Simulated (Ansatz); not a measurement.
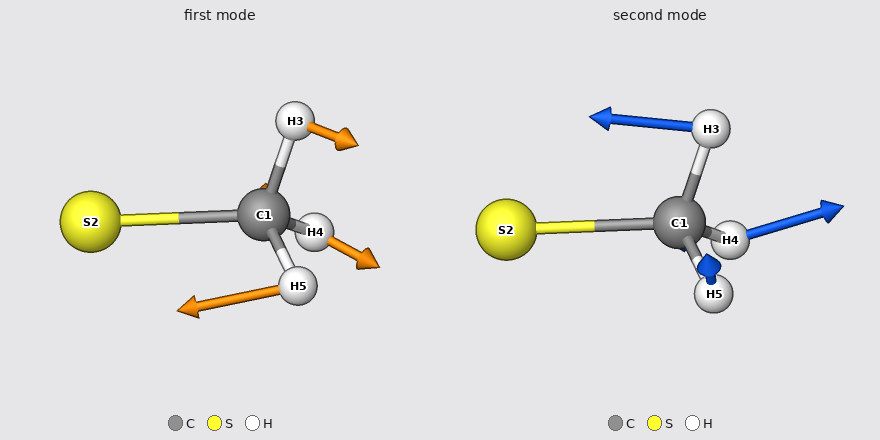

The system is CH3S, spin multiplicity 2; the picture shows the reference structure; its two panels give the patterns of the first and the second mode as arrows. Coordinates scanned: (1) normal mode 2 (928 cm⁻¹, of the parent); (2) normal mode 3 (928 cm⁻¹, of the parent). Nothing is relaxed (straight displacements along the two mass-weighted modes). The scan uses a 15 × 15 grid; 120 points were computed and 105 follow by symmetry. Points are written as (first, second). Energies: kcal/mol, counted from the lowest grid point. Near the degeneracy a single determinant is a rough description. The calculation used UKS CAM-B3LYP-D4/def2-SVPD (Ansatz).

Its coordinates:

```yaml
atoms:
  - { symbol: C, position_ang: [-0.1033, 0.0238, 0.0561] }
  - { symbol: S, position_ang: [1.4773, -0.3402, -0.8017] }
  - { symbol: H, position_ang: [-0.2795, -0.6614, 0.9029] }
  - { symbol: H, position_ang: [-0.9702, -0.0715, -0.6201] }
  - { symbol: H, position_ang: [-0.1243, 1.0494, 0.4628] }
```

The input of one point:

```yaml
crystal:
  periodic: [false, false, false]
  atoms:
    - { symbol: C, position_ang: [-0.103623, 0.030101, 0.052795] }
    - { symbol: S, position_ang: [1.477376, -0.341475, -0.801067] }
    - { symbol: H, position_ang: [-0.242844, -0.679717, 0.8864] }
    - { symbol: H, position_ang: [-0.980161, -0.083755, -0.608722] }
    - { symbol: H, position_ang: [-0.149246, 1.045415, 0.485826] }
magnetization:
  spin_polarized: true
  initial_magnetization: 1
basis:
  gaussian: { orbitals: def2-SVPD }
hamiltonian:
  xc: { name: CAM-B3LYP }
  dispersion: d4
output:
  forces: true
```

Range: normal mode 2 (928 cm⁻¹, of the parent) from −0.320 to 0.320 amu½·Å; normal mode 3 (928 cm⁻¹, of the parent) from −0.320 to 0.320 amu½·Å.

**What will the energy surface look like?**

The lowest grid point is at (−0.046 amu½·Å, −0.046 amu½·Å); the map holds 2 wells of about this depth. The highest grid point, (0.320 amu½·Å, −0.320 amu½·Å), lies 6.45 kcal/mol above the lowest.

```csv
"second ↓, first →",−0.320,−0.275,−0.229,−0.183,−0.137,−0.091,−0.046,0.000,0.046,0.091,0.137,0.183,0.229,0.275,0.320
0.320,5.52,4.53,3.74,3.14,2.72,2.47,2.38,2.45,2.67,3.01,3.48,4.05,4.73,5.52,6.45
0.275,4.69,3.71,2.93,2.33,1.92,1.67,1.58,1.63,1.82,2.13,2.54,3.05,3.66,4.40,5.28
0.229,4.03,3.06,2.29,1.71,1.29,1.04,0.95,0.99,1.15,1.42,1.78,2.22,2.78,3.47,4.31
0.183,3.53,2.58,1.82,1.24,0.84,0.59,0.48,0.51,0.65,0.87,1.17,1.56,2.07,2.72,3.52
0.137,3.19,2.25,1.50,0.93,0.53,0.28,0.18,0.20,0.30,0.47,0.71,1.05,1.52,2.14,2.92
0.091,2.98,2.04,1.30,0.74,0.35,0.12,0.03,0.04,0.10,0.20,0.39,0.69,1.13,1.73,2.49
0.046,2.87,1.94,1.21,0.66,0.28,0.07,0.00,0.02,0.02,0.05,0.20,0.48,0.90,1.48,2.24
0.000,2.84,1.91,1.18,0.63,0.27,0.06,0.03,0.16,0.02,0.01,0.14,0.41,0.83,1.40,2.15
−0.046,2.87,1.94,1.21,0.66,0.28,0.07,0.00,0.02,0.02,0.05,0.20,0.48,0.90,1.48,2.24
−0.091,2.98,2.04,1.30,0.74,0.35,0.12,0.03,0.04,0.10,0.20,0.39,0.69,1.13,1.73,2.49
−0.137,3.19,2.25,1.50,0.93,0.53,0.28,0.18,0.20,0.30,0.47,0.71,1.05,1.52,2.14,2.92
−0.183,3.53,2.58,1.82,1.24,0.84,0.59,0.48,0.51,0.65,0.87,1.17,1.56,2.07,2.72,3.52
−0.229,4.03,3.06,2.29,1.71,1.29,1.04,0.95,0.99,1.15,1.42,1.78,2.22,2.78,3.47,4.31
−0.275,4.69,3.71,2.93,2.33,1.92,1.67,1.58,1.63,1.82,2.13,2.54,3.05,3.66,4.40,5.28
−0.320,5.52,4.53,3.74,3.14,2.72,2.47,2.38,2.45,2.67,3.01,3.48,4.05,4.73,5.52,6.45
```

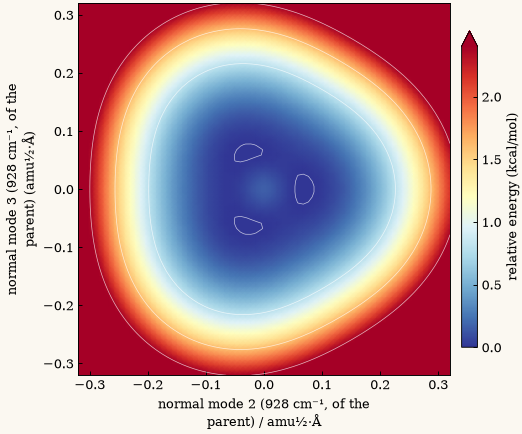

In the figure: a smooth colour map with a few white contour lines, one colour for all values above the top of the scale. Between grid points the surface is interpolated.

Time for the 120 points that were run: 16 min on 1 thread of Arm Neoverse V1, on a shared host.
